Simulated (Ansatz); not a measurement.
# CdH2S2: relaxing a made-up structure

Starting from a made-up structure for CdH2S2, the aim is the relaxed cell, its shortest contacts and, where a second run follows, its electronic structure.

Method: DFT, PBEsol, plane-wave PAW, files of the set soft_1, scalar-relativistic, no spin, cell and ions relaxed at zero pressure; PAW set soft_1, in Ansatz 0.2.0.

**1. Starting point**

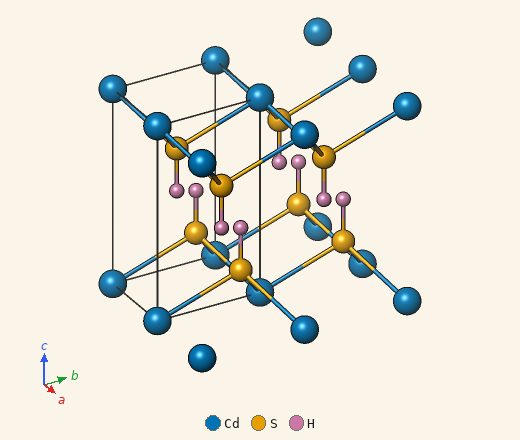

The starting structure, seen slightly off an axis (cadmium blue, sulfur orange, hydrogen pink). 2×2×1 cells are drawn. Bonds to atoms that aren't drawn are left out. Some periodic images of atoms are drawn too.

**2. Relaxation of the guess**

The guessed cell has no reason to be at equilibrium. It is relaxed with the atoms, within the space group of the guess.

Input file input.yaml:

```yaml
crystal:
  lattice:
    - [4.131, 0.0, 0.0]
    - [-2.0655, 3.577550943, 0.0]
    - [0.0, 0.0, 5.52]
  atoms:
    - { symbol: Cd, position: [0.0, 0.0, 0.0] }
    - { symbol: S, position: [0.333333333, 0.666666667, 0.2275] }
    - { symbol: S, position: [0.666666667, 0.333333333, 0.7725] }
    - { symbol: H, position: [0.333333333, 0.666666667, 0.4445] }
    - { symbol: H, position: [0.666666667, 0.333333333, 0.5555] }
kpoints:
  mp_grid: { grid: [8, 8, 5] }
scf:
  occupations: { method: fermi_dirac, width: 0.05 }
hamiltonian:
  xc: pbesol
  pseudopotentials: { kind: paw, azcp: { folder: soft_1 }, xc_functional: pbe }
relax:
  f_tol: 0.015
  max_steps: 70
  cell: {}
output:
  forces: true
  stress: true
```

Run with:

```sh
> ansatz run input.yaml --threads 4 --pin off --max-ram 8192MiB --backend cpu --events-out ev --progress --plain --runs-dir out
```

Numbers of over 12 decimals in the logs are rounded to 6 here.

What it wrote:

```text
Engine: ansatz 0.2.0, aarch64-unknown-linux-gnu
Pseudopotentials: kind: paw
Pseudopotential: Cd, paw, valence charge 20, recommended cutoff 420 eV (normal), soft_1/Cd.paw.azcp
Pseudopotential: S, paw, valence charge 6, recommended cutoff 420 eV (normal), soft_1/S.paw.azcp
Pseudopotential: H, paw, valence charge 1, recommended cutoff 420 eV (normal), soft_1/H.paw.azcp
Functional definition: PBEsol
  exchange = pbesol_x
  correlation = pbesol_c
Crystal: 5 atoms, lattice volume = 81.579 Å³
Basis set: ecut = 420 eV, 1579 PW (Γ), exchange–correlation on 60×60×80 points (8 copies of the dense FFT grid, shifted against one another)
Bands: 22, of which v1, the nominal top of the filled ones, is band 17 counted from 1 (16 counted from 0)
Symmetry: 12 space group operations
Space group: P-3m1 (ITA 164), of the structure as read, at distance tolerance 4.3e-5 Å
k-points: 40 of 320
Non-local potential: Cd, projectors of the file, l = 0: 3, l = 1: 2, l = 2: 2, l = 3: 1
Non-local potential: S, projectors of the file, l = 0: 2, l = 1: 2, l = 2: 1
Non-local potential: H, projectors of the file, l = 0: 2, l = 1: 1
PAW form: soft (Blöchl's): semilocal exchange-correlation on the pseudo side does not see the compensation charge
PAW frozen core: Cd, regenerated for the run's functional, and the local potential with it (the file was generated under x = pbe(κ = 0.804, μ = 0.219515), c = pbe(β = 0.066725))
PAW frozen core: S, regenerated for the run's functional, and the local potential with it (the file was generated under x = pbe(κ = 0.804, μ = 0.219515), c = pbe(β = 0.066725))
PAW one-centre angular grid: Cd, 590 points (default); XC on 64 Gauss nodes
PAW one-centre angular grid: S, 110 points (default); XC on 64 Gauss nodes
PAW one-centre angular grid: H, 110 points (default); XC on 64 Gauss nodes
Initial density: superposition of atomic densities (chi_scale 0.1, normalization cell, long waves kept (reshape's long-wave potential 0.05 eV rms))
Initial wavefunctions: pseudopotential atomic-orbital guess
Functional: x = pbesol(κ = 0.804, μ = 0.123457), c = pbesol(β = 0.046)
SCF iter   1: F=—  HF=-9986.354481 eV  |F-HF|=—  |Δ(HF+E_count)|=         —  Δρ=6.00e-2  dr2=1.97e0  ethr=3.10e-3  ⟨swp⟩=6.9  Hψ=4946  notcnv=0
preconditioner: auto → Resta (q_TF=auto, 2.358 Å⁻¹)  ε∞=3.8  [insulator: Δε(μ)=2.233 eV  Ē_g=12.482 eV  σ=0.050 eV  W_gap=1.00  n_scr=22 (ndim 8)  ℏωp=21.0 eV  f_vac=0.023  D(μ)=0.00/eV (n_scr^D=0)  ε∞_Penn≈3.8]
SCF iter   2: F=—  HF=-9985.847136 eV  |F-HF|=—  |Δ(HF+E_count)|=   5.07e-1  Δρ=2.86e-2  dr2=4.51e-1  ethr=3.10e-3  ⟨swp⟩=2.0  Hψ=1802  notcnv=0  defer=38
SCF iter   3: F=—  HF=-9985.724646 eV  |F-HF|=—  |Δ(HF+E_count)|=   1.22e-1  Δρ=6.11e-3  dr2=3.97e-2  ethr=1.33e-3  ⟨swp⟩=2.3  Hψ=1488  notcnv=0  defer=38
SCF iter   4: F=—  HF=-9985.718287 eV  |F-HF|=—  |Δ(HF+E_count)|=   6.36e-3  Δρ=1.76e-3  dr2=3.31e-3  ethr=1.17e-4  ⟨swp⟩=2.1  Hψ=1446  notcnv=0  defer=38
SCF iter   5: F=—  HF=-9985.720042 eV  |F-HF|=—  |Δ(HF+E_count)|=   1.76e-3  Δρ=4.66e-4  dr2=1.96e-4  ethr=9.74e-6  ⟨swp⟩=2.3  Hψ=1616  notcnv=0  defer=38
SCF iter   6: F=—  HF=-9985.720296 eV  |F-HF|=—  |Δ(HF+E_count)|=   2.53e-4  Δρ=1.10e-4  dr2=1.69e-5  ethr=5.75e-7  ⟨swp⟩=2.4  Hψ=1367  notcnv=0  defer=38
SCF iter   7: F=—  HF=-9985.720328 eV  |F-HF|=—  |Δ(HF+E_count)|=   3.23e-5  Δρ=3.15e-5  dr2=1.35e-6  ethr=4.97e-8  ⟨swp⟩=2.0  Hψ=1372  notcnv=0  defer=38
SCF iter   8: F=-9985.720333 eV  HF=-9985.720333 eV  |F-HF|=1.68e-7  |Δ(HF+E_count)|=   4.77e-6  Δρ=7.74e-6  dr2=8.35e-8  ethr=2.94e-10  ⟨swp⟩=4.7  Hψ=3843  notcnv=0
SCF 1 converged in 8 iterations: F = -9985.720333 eV  dr2 = 8.35e-8
  greatest PAW one-centre occupation: 1.000 electrons in one spin orbital (limit 2), on the Cd atom at site 0 (counted from 0), in its partial waves of l = 0
relax step   1: F+E_penalty+E_count = -9985.72033286 eV  Δ(F+E_penalty+E_count) = +0.000e0 eV  max|allowed force component| = 6.041e0 eV/Å  Δτ_max = 0.0000 Å  P = +9.237 GPa  Ω = 81.579 Å³  (8 SCF iters, dr2 threshold 1.00e-7 eV, accepted)
Crystal: 5 atoms, lattice volume = 83.010 Å³
Basis set: ecut = 420 eV, 1615 PW (Γ), exchange–correlation on 60×60×80 points (8 copies of the dense FFT grid, shifted against one another)
Initial density: handed on by an earlier stage of this run
Initial wavefunctions: those handed on with the density
iter 1 solved again at ethr=1.81e-4 eV; its pass at ethr=3.10e-3 eV (dr2=6.16e-2 eV) is discarded
SCF iter   1: F=—  HF=-9986.403952 eV  |F-HF|=—  |Δ(HF+E_count)|=         —  Δρ=1.02e-2  dr2=5.93e-2  ethr=1.81e-4  ⟨swp⟩=1.4  Hψ=5435  notcnv=0
preconditioner: auto → Resta (q_TF=auto, 2.351 Å⁻¹)  ε∞=4.2  [insulator: Δε(μ)=1.975 eV  Ē_g=11.666 eV  σ=0.050 eV  W_gap=1.00  n_scr=22 (ndim 8)  ℏωp=20.8 eV  f_vac=0.066  D(μ)=0.00/eV (n_scr^D=0)  ε∞_Penn≈4.2]
SCF iter   2: F=—  HF=-9986.389672 eV  |F-HF|=—  |Δ(HF+E_count)|=   1.43e-2  Δρ=4.69e-3  dr2=1.01e-2  ethr=1.74e-4  ⟨swp⟩=2.1  Hψ=1305  notcnv=0
SCF iter   3: F=—  HF=-9986.386893 eV  |F-HF|=—  |Δ(HF+E_count)|=   2.78e-3  Δρ=6.71e-4  dr2=3.12e-4  ethr=2.98e-5  ⟨swp⟩=2.2  Hψ=1312  notcnv=0
SCF iter   4: F=—  HF=-9986.386893 eV  |F-HF|=—  |Δ(HF+E_count)|=   4.40e-7  Δρ=1.71e-4  dr2=4.11e-5  ethr=9.17e-7  ⟨swp⟩=2.4  Hψ=1426  notcnv=0
SCF iter   5: F=—  HF=-9986.386895 eV  |F-HF|=—  |Δ(HF+E_count)|=   1.76e-6  Δρ=6.69e-5  dr2=5.34e-6  ethr=1.21e-7  ⟨swp⟩=2.2  Hψ=1420  notcnv=0
SCF iter   6: F=-9986.386900 eV  HF=-9986.386900 eV  |F-HF|=3.72e-7  |Δ(HF+E_count)|=   4.55e-6  Δρ=2.24e-5  dr2=4.72e-7  ethr=1.47e-9  ⟨swp⟩=4.0  Hψ=4027  notcnv=0
SCF 2 converged in 6 iterations: F = -9986.386900 eV  dr2 = 4.72e-7
relax step   2: F+E_penalty+E_count = -9986.38690016 eV  Δ(F+E_penalty+E_count) = -6.666e-1 eV  max|allowed force component| = 2.329e0 eV/Å  Δτ_max = 0.0564 Å  P = +4.324 GPa  Ω = 83.010 Å³  energy of the carried Pulay correction = -6.120e-4 eV  (6 SCF iters, dr2 threshold 5.00e-7 eV, accepted)
Crystal: 5 atoms, lattice volume = 82.591 Å³
Basis set: ecut = 420 eV, 1651 PW (Γ), exchange–correlation on 60×60×80 points (8 copies of the dense FFT grid, shifted against one another)
iter 1 solved again at ethr=3.52e-4 eV; its pass at ethr=3.10e-3 eV (dr2=1.20e-1 eV) is discarded
SCF iter   1: F=—  HF=-9986.525886 eV  |F-HF|=—  |Δ(HF+E_count)|=         —  Δρ=1.76e-2  dr2=1.24e-1  ethr=3.52e-4  ⟨swp⟩=1.5  Hψ=5448  notcnv=0
preconditioner: auto → Resta (q_TF=auto, 2.353 Å⁻¹)  ε∞=4.3  [insulator: Δε(μ)=1.814 eV  Ē_g=11.411 eV  σ=0.050 eV  W_gap=1.00  n_scr=22 (ndim 8)  ℏωp=20.8 eV  f_vac=0.042  D(μ)=0.00/eV (n_scr^D=0)  ε∞_Penn≈4.3]
SCF iter   2: F=—  HF=-9986.501457 eV  |F-HF|=—  |Δ(HF+E_count)|=   2.44e-2  Δρ=8.80e-3  dr2=2.90e-2  ethr=3.52e-4  ⟨swp⟩=2.0  Hψ=1267  notcnv=0
SCF iter   3: F=—  HF=-9986.496031 eV  |F-HF|=—  |Δ(HF+E_count)|=   5.43e-3  Δρ=7.59e-4  dr2=3.51e-4  ethr=8.54e-5  ⟨swp⟩=2.0  Hψ=1594  notcnv=0
SCF iter   4: F=—  HF=-9986.496066 eV  |F-HF|=—  |Δ(HF+E_count)|=   3.46e-5  Δρ=2.52e-4  dr2=5.54e-5  ethr=1.03e-6  ⟨swp⟩=2.2  Hψ=1484  notcnv=0
SCF iter   5: F=—  HF=-9986.496088 eV  |F-HF|=—  |Δ(HF+E_count)|=   2.26e-5  Δρ=1.17e-4  dr2=1.05e-5  ethr=1.63e-7  ⟨swp⟩=2.5  Hψ=1531  notcnv=0
SCF iter   6: F=—  HF=-9986.496090 eV  |F-HF|=—  |Δ(HF+E_count)|=   2.01e-6  Δρ=2.64e-5  dr2=6.45e-7  ethr=3.08e-8  ⟨swp⟩=2.0  Hψ=1500  notcnv=0
SCF iter   7: F=-9986.496091 eV  HF=-9986.496091 eV  |F-HF|=6.23e-8  |Δ(HF+E_count)|=   6.34e-7  Δρ=6.33e-6  dr2=2.96e-8  ethr=1.47e-9  ⟨swp⟩=5.0  Hψ=3192  notcnv=0
SCF 3 converged in 7 iterations: F = -9986.496091 eV  dr2 = 2.96e-8
relax step   3: F+E_penalty+E_count = -9986.49609085 eV  Δ(F+E_penalty+E_count) = -1.092e-1 eV  max|allowed force component| = 9.962e-1 eV/Å  Δτ_max = 0.1403 Å  P = -0.611 GPa  Ω = 82.591 Å³  energy of the carried Pulay correction = -4.338e-4 eV  (7 SCF iters, dr2 threshold 5.00e-7 eV, accepted)
[...]
relax step   4: F+E_penalty+E_count = -9986.56318647 eV  Δ(F+E_penalty+E_count) = -6.710e-2 eV  max|allowed force component| = 3.473e-2 eV/Å  Δτ_max = 0.1215 Å  P = -0.305 GPa  Ω = 85.748 Å³  energy of the carried Pulay correction = -1.754e-3 eV  (7 SCF iters, dr2 threshold 5.00e-7 eV, accepted)
[...]
relax step   5: F+E_penalty+E_count = -9986.56602843 eV  Δ(F+E_penalty+E_count) = -2.842e-3 eV  max|allowed force component| = 4.780e-2 eV/Å  Δτ_max = 0.0272 Å  P = -0.116 GPa  Ω = 84.561 Å³  energy of the carried Pulay correction = -1.263e-3 eV  (6 SCF iters, dr2 threshold 2.98e-7 eV, accepted)
[...]
relax step   6: F+E_penalty+E_count = -9986.56764404 eV  Δ(F+E_penalty+E_count) = -1.616e-3 eV  max|allowed force component| = 2.742e-2 eV/Å  Δτ_max = 0.0328 Å  P = +0.122 GPa  Ω = 83.208 Å³  energy of the carried Pulay correction = -6.959e-4 eV  (6 SCF iters, dr2 threshold 1.43e-7 eV, accepted)
[...]
relax step   7: F+E_penalty+E_count = -9986.56771457 eV  Δ(F+E_penalty+E_count) = -7.053e-5 eV  max|allowed force component| = 1.140e-2 eV/Å  Δτ_max = 0.0012 Å  P = +0.054 GPa  Ω = 83.275 Å³  energy of the carried Pulay correction = -7.242e-4 eV  (4 SCF iters, dr2 threshold 4.70e-8 eV, accepted)
[...]
relax step   8: F+E_penalty+E_count = -9986.56772663 eV  Δ(F+E_penalty+E_count) = -1.205e-5 eV  max|allowed force component| = 3.438e-4 eV/Å  Δτ_max = 0.0016 Å  P = +0.000 GPa  Ω = 83.315 Å³  energy of the carried Pulay correction = -7.409e-4 eV  (5 SCF iters, dr2 threshold 8.10e-9 eV, accepted)
Initial wavefunctions: pseudopotential atomic-orbital guess (no wavefunctions were taken with the density)
iter 1 solved again at ethr=1.13e-6 eV; its pass at ethr=3.10e-3 eV (dr2=3.84e-4 eV) is discarded
SCF iter   1: F=—  HF=-9986.567854 eV  |F-HF|=—  |Δ(HF+E_count)|=         —  Δρ=1.97e-4  dr2=8.78e-7  ethr=1.13e-6  ⟨swp⟩=3.1  Hψ=7081  notcnv=0
eigensolver tolerance schedule: the retry pair's looser diagonalisation over-reported the residual by 436.10 of it (diagonalisation noise at 0.19 of the residual, at the tolerance the schedule requests for it); recorded, not acted on — ethr = c·dr2/N_el stays at c = 1.0e-1
preconditioner: auto → Resta (q_TF=auto, 2.350 Å⁻¹)  ε∞=4.3  [insulator: Δε(μ)=1.862 eV  Ē_g=11.433 eV  σ=0.050 eV  W_gap=1.00  n_scr=22 (ndim 8)  ℏωp=20.7 eV  f_vac=0.053  D(μ)=0.00/eV (n_scr^D=0)  ε∞_Penn≈4.3]
SCF iter   2: F=—  HF=-9986.568160 eV  |F-HF|=—  |Δ(HF+E_count)|=   3.06e-4  Δρ=9.94e-5  dr2=2.21e-7  ethr=2.58e-9  ⟨swp⟩=3.1  Hψ=1552  notcnv=0
SCF iter   3: F=—  HF=-9986.568259 eV  |F-HF|=—  |Δ(HF+E_count)|=   9.93e-5  Δρ=7.39e-6  dr2=1.64e-8  ethr=6.49e-10  ⟨swp⟩=2.0  Hψ=1400  notcnv=0
SCF iter   4: F=—  HF=-9986.568260 eV  |F-HF|=—  |Δ(HF+E_count)|=   3.47e-7  Δρ=1.77e-6  dr2=1.14e-9  ethr=4.81e-11  ⟨swp⟩=2.2  Hψ=1392  notcnv=0
SCF iter   5: F=—  HF=-9986.568260 eV  |F-HF|=—  |Δ(HF+E_count)|=   1.62e-8  Δρ=5.47e-7  dr2=2.36e-10  ethr=3.36e-12  ⟨swp⟩=2.5  Hψ=1417  notcnv=0
SCF iter   6: F=—  HF=-9986.568260 eV  |F-HF|=—  |Δ(HF+E_count)|=  5.26e-10  Δρ=2.04e-7  dr2=5.52e-11  ethr=1.00e-12  ⟨swp⟩=6.0  Hψ=3526  notcnv=0
SCF iter   7: F=-9986.568260 eV  HF=-9986.568260 eV  |F-HF|=3.64e-12  |Δ(HF+E_count)|=  3.27e-11  Δρ=1.00e-7  dr2=1.17e-11  ethr=1.00e-12  ⟨swp⟩=5.0  Hψ=2958  notcnv=0
SCF 9 converged in 7 iterations: F = -9986.568260 eV  dr2 = 1.17e-11
relax step   9: F+E_penalty+E_count = -9986.56825972 eV  Δ(F+E_penalty+E_count) = -5.331e-4 eV  max|allowed force component| = 8.863e-4 eV/Å  Δτ_max = 0.0000 Å  P = -0.012 GPa  Ω = 83.315 Å³  stress off target by 1.95e-2 GPa  SCF on the basis re-selected at this cell (its energy is not comparable with the rows above)  (7 SCF iters)
basis re-selected at this cell: Δ(F+E_penalty+E_count) = -5.331e-4 eV, ΔP = -0.012 GPa vs the last step (what re-selecting the basis moved, of the pressure what is left beyond the Pulay correction that the steps carried, after the strain that the cell walked since its last selection, with what the two solves' SCF thresholds leave and, on support functions, any second-order correction that the steps lacked; it is no m [...]
SCF converged after 7 iterations
Free energy (F): -9986.568260 eV
Harris-Foulkes:  -9986.568260 eV  (|F-HF|=3.64e-12)
Internal energy: -9986.568260 eV  (E = F + TS)
E sigma→0 (E₀):  -9986.568260 eV
Fermi energy:    6.031317 eV
--- Per-component energies (eV) ---
  E_band       = -564.433848
  E_kinetic    = 676.613371
  E_local      = -4863.622586  (includes V_loc(G=0)·N_el)
  E_nonlocal   = 194.839270
  E_hartree    = 2193.966204
  E_xc         = -347.718296
  E_vxc        = -381.853164  (∫ρ·V_xc dr)
  E_paw        = -5215.980187  (= ΣΔE_a)
  E_vpaw       = -578.341923  (= ΣTr[D̂ρ^β])
  E_aug_tail   = -0.001464  (compensation charges beyond the density's cutoff)
  E_ewald      = -2625.130432
  E_core_change = 0.465860  (= ΣΔE_core)
  E_smearing   = -0.000000  (= −TS)
  E_closure    = 0.000000  (closes the sum)
  Σ components = -9986.568260   (vs F -9986.568260, Δ=0.00e0)
--- Forces (eV/Å), atoms counted from 1 ---
  atom   1  Cd    -0.00000000    -0.00000000     0.00000000
  atom   2  S      0.00000000     0.00000000     0.00083793
  atom   3  S     -0.00000000    -0.00000000    -0.00083793
  atom   4  H     -0.00000000    -0.00000000    -0.00088626
  atom   5  H      0.00000000     0.00000000     0.00088626
  max |Σ_I F_I| component: 1.85e-17 eV/Å
--- Stress (GPa, compression-positive) ---
       -0.007970       0.000000       0.000000
       -0.000000      -0.007970       0.000000
        0.000000       0.000000      -0.019519
  P = ⅓ Tr σ = -0.0118 GPa (-0.118 kbar)
--- Relaxed structure (8 steps of the walk, 8 accepted, 1 SCFs on fresh bases) ---
  F+E_penalty+E_count = -9986.56825972 eV   max|allowed force component| = 8.863e-4 eV/Å   (the final SCF, on the basis selected at the relaxed cell)
  cell:  # Å, volume = 83.3148 Å³
    - [4.125414, 0, 0]
    - [-2.062707, 3.572713, 0]
    - [0, 0, 5.652708]
  atoms:
    - { symbol: Cd, position: [0, 0, -1.0056367976677145e-18] }
    - { symbol: S, position: [0.333333, 0.666667, 0.220737] }
    - { symbol: S, position: [0.666667, 0.333333, 0.779263] }
    - { symbol: H, position: [0.333333, 0.666667, 0.461725] }
    - { symbol: H, position: [0.666667, 0.333333, 0.538275] }
```

Wall time 14 s (4 threads of Arm Neoverse N1, shared host); peak memory 0.41 GiB.

The steps of the relaxation:

| step | energy less that of the first step (eV) | largest force component (eV/Å) | pressure (GPa) | volume (Å³) |
| --- | --- | --- | --- | --- |
| 1 | 0.0000 | 6.0408 | 9.24 | 81.58 |
| 2 | -0.6666 | 2.3286 | 4.32 | 83.01 |
| 3 | -0.7758 | 0.9962 | -0.61 | 82.59 |
| 4 | -0.8429 | 0.0347 | -0.31 | 85.75 |
| 5 | -0.8457 | 0.0478 | -0.12 | 84.56 |
| 6 | -0.8473 | 0.0274 | 0.12 | 83.21 |
| 7 | -0.8474 | 0.0114 | 0.05 | 83.28 |
| 8 | -0.8474 | 0.0003 | 0.00 | 83.31 |
| 9* | -0.8479 | 0.0009 | -0.01 | 83.31 |

Relaxation steps marked * repeat the geometry before them on a plane-wave basis chosen anew for their cell, so energy and pressure can jump there.

Forces are held to the 12 operations that the run works with; a distortion that breaks them can't arise in this run.

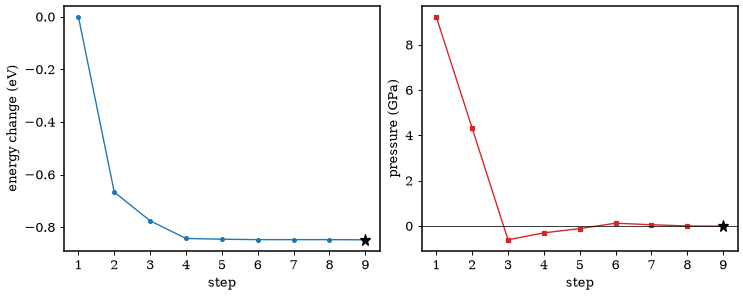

Energy and pressure along the relaxation. Stars mark steps on a basis chosen anew.

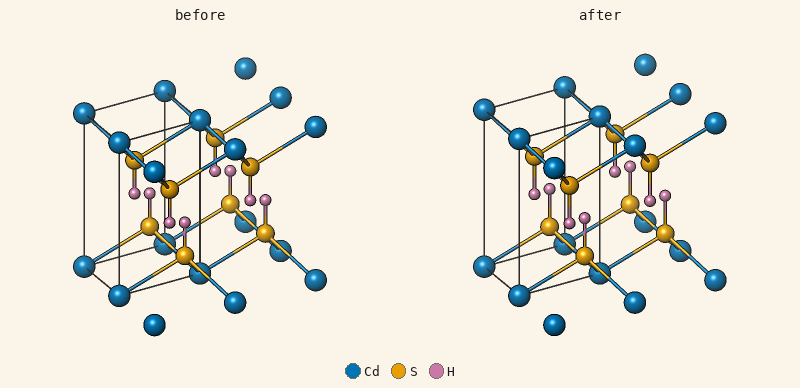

Before and after, at one scale. Bonds to atoms that aren't drawn are left out.

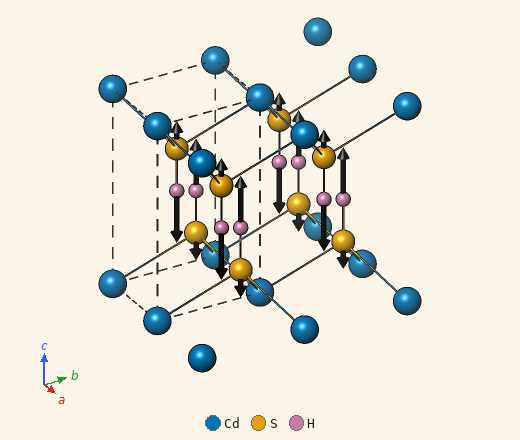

Displacements in the relaxation, exaggerated, measured against the changing cell; the longest in the cell stands for 0.10 Å. Bonds to atoms that aren't drawn are left out. 2×2×1 cells are drawn. Some periodic images of atoms are drawn too.

| conventional cell, symmetrised | before | after | change |
| --- | --- | --- | --- |
| a (Å) | 4.131 | 4.125 | -0.1 % |
| b (Å) | 4.131 | 4.125 | -0.1 % |
| c (Å) | 5.520 | 5.653 | +2.4 % |
| volume (Å³/atom) | 16.32 | 16.66 | +2.1 % |

The atoms that moved most (Å, as changes of fractional coordinates times the final cell):

| atom | dx | dy | dz | length |
| --- | --- | --- | --- | --- |
| H4 | 0.000 | 0.000 | 0.097 | 0.097 |
| H5 | 0.000 | 0.000 | -0.097 | 0.097 |
| S3 | 0.000 | 0.000 | 0.038 | 0.038 |
| S2 | 0.000 | 0.000 | -0.038 | 0.038 |

Final coordinates:

```xyz
5
Lattice="4.1254 0.0000 0.0000 -2.0627 3.5727 0.0000 0.0000 0.0000 5.6527" Properties=species:S:1:pos:R:3 pbc="T T T"
Cd    0.0000    0.0000    0.0000
S     0.0000    2.3818    1.2478
S     2.0627    1.1909    4.4049
H     0.0000    2.3818    2.6100
H     2.0627    1.1909    3.0427
```

Numbers from this step:

```
free energy         : -9986.5683 eV
Fermi energy        : 6.031 eV
gap by band count   : 1.862 eV
electrons           : 34
symmetry operations : 12
pressure            : -0.01182 GPa
```

Shortest distances by pair of elements, guess and relaxed (not always the same contact):

| pair | guess (Å) | relaxed (Å) |
| --- | --- | --- |
| H–S | 1.198 | 1.362 |
| H–H | 2.462 | 2.421 |
| Cd–S | 2.695 | 2.689 |
| S–S | 3.464 | 3.450 |
| Cd–H | 3.422 | 3.533 |

The relaxation ends with a largest force component of 8.9e-4 eV/Å and a pressure of -0.01 GPa.

**3. What came out**

```
space group, relaxed : P-3m1
conventional cell    : a = 4.125, b = 4.125, c = 5.653 Å; α = 90.0°, β = 90.0°, γ = 120.0°
volume per atom      : 16.66 Å³ (guess 16.32)
```

CdH2S2 relaxes to P-3m1 with a = 4.125, b = 4.125 and c = 5.653 Å. The guessed volume was 2 % too small. The space group P-3m1 was held in the relaxation, so the end point is a stationary structure within it and may be a saddle against distortions or other arrangements. Mesh and cutoff weren't tested. No dispersion term is used, so weakly bound directions may come out too long. Nothing here tests whether the compound is stable against decomposition.

[Logs are printed without paths, hosts, clocks, repeated set-up lines and the standing remarks that a program may print on its own settings, such as how far it seeks lower states.]

[Hosts, paths, dates, database ids (printed as entryN), source tags and the programs' standing remarks are cut or masked in the printed files.]
